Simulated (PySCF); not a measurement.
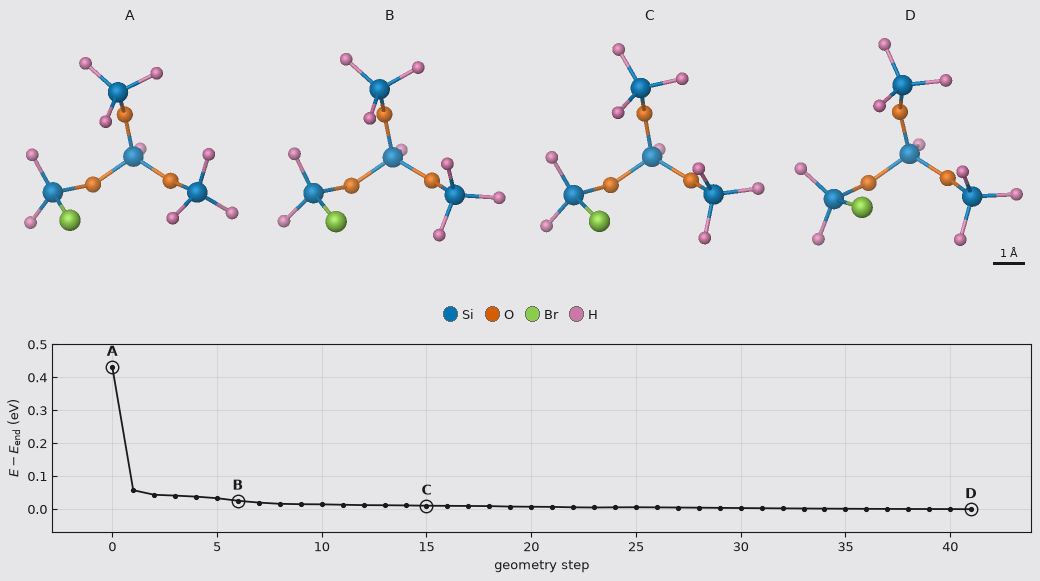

Frames of a relaxation of Si4H9O3Br, marked on the history of the run. Style: ball-and-stick. Shown at a tilt.

The start comes from GFN2-xTB.

All numbers below come from PBE0-D3(BJ)/def2-SVP geometry optimisation, gas phase in PySCF 2.14.0, density-fitted response routines. 

**Describe the path.**

Over 41 geometry steps the energy falls by 0.432 eV. The largest move after the best rigid fit is that of an H atom, 1.15 Å. By element the largest moves are H 1.15 Å, Br 0.60 Å, Si 0.28 Å, O 0.23 Å. Near-neighbour distances that change, for instance: Br–Si 2.192 → 2.234 Å, O–Si 1.603 → 1.644 Å, O–Si 1.626 → 1.662 Å, H–Si 1.453 → 1.485 Å. Among the angles between lasting bonds that change: O–Si–H 101.3° → 107.9°, H–Si–H 118.0° → 112.3°, O–Si–H 102.5° → 108.0°. Groups turn about O–Si by about 40°, O–Si by about 35°, O–Si by about 25°. From step 0 to 6: an H atom moves most (0.87 Å), energy −0.407 eV. From step 6 to 15: an H atom moves most (0.55 Å), energy −0.015 eV. From step 15 to 41: an H atom moves most (0.61 Å), energy −0.011 eV.

```csv
step,"E − E(0), eV"
0,0.0000
1,-0.3744
2,-0.3882
3,-0.3909
4,-0.3940
5,-0.3987
6,-0.4066
7,-0.4121
8,-0.4157
9,-0.4170
10,-0.4174
12,-0.4198
13,-0.4201
15,-0.4215
17,-0.4223
18,-0.4228
20,-0.4247
21,-0.4251
23,-0.4270
25,-0.4262
26,-0.4265
28,-0.4275
30,-0.4286
31,-0.4291
33,-0.4300
34,-0.4304
36,-0.4311
38,-0.4315
39,-0.4316
41,-0.4321
```
